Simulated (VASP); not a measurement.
Here is the system:

```
CdHgSe2
1.0
    4.28117     0.00000     0.00000
    0.00000     4.28117     0.00000
    0.00000     0.00000     6.03879
Cd Hg Se
1 1 2
Direct
  0.50000   0.50000   0.50000
  0.00000   0.00000   0.00000
  0.00000   0.50000   0.25301
  0.50000   0.00000   0.74699
```

All values below come from LDA (Ceperley-Alder, Perdew-Zunger), VASP's LDA PAW potentials (set 64) (plane waves; VASP 6.6.1). Run with 400 eV cut-off, 8×8×6 Γ-centred mesh, tetrahedra with Blöchl corrections, potentials Cd Hg Se.

Unless said otherwise, spin-orbit coupling is left out, though it shifts the bands of the heavy elements here.

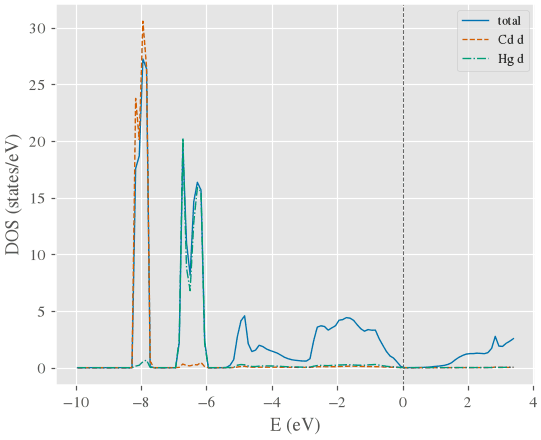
*Total and projected density of states, zero at the Fermi level*

Within 2 eV below the Fermi level the largest weight inside VASP's projection spheres is Se p.

It has no gap at this level: it comes out as a metal or semimetal.

The structure comes from a computed database's CdHgSe2 entry (P-4m2); how it stands against other phases isn't given here. It was relaxed first, which changed the volume by -6 %.
